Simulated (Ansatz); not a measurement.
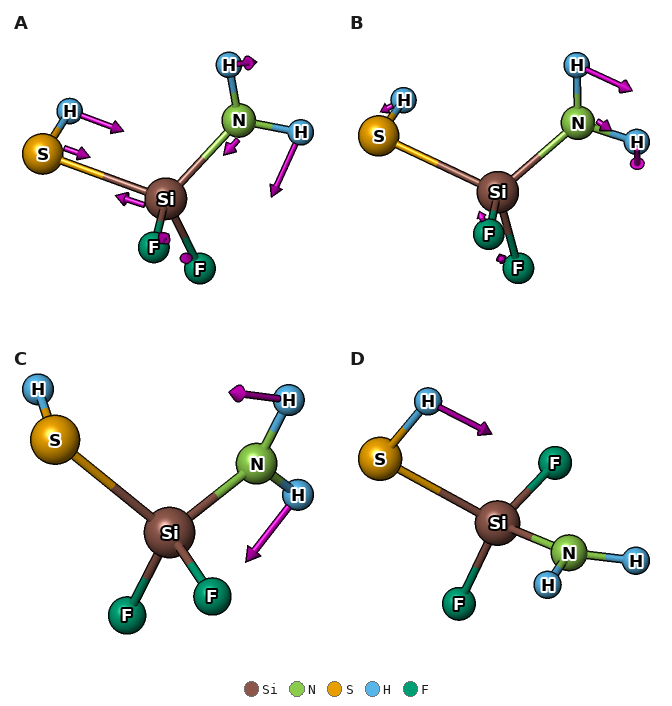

4 normal modes of one molecule or complex, as arrows. Harmonic vibrations computed with RKS PBE0-D4/def2-TZVP (Ansatz 0.2.0) at a stationary point of the same level.

> Match the panels to the wavenumbers 171 cm⁻¹, 541 cm⁻¹, 752 cm⁻¹, 1574 cm⁻¹.

A: 541 cm⁻¹
B: 171 cm⁻¹
C: 1574 cm⁻¹, angle bending
D: 752 cm⁻¹, H–S–Si bending
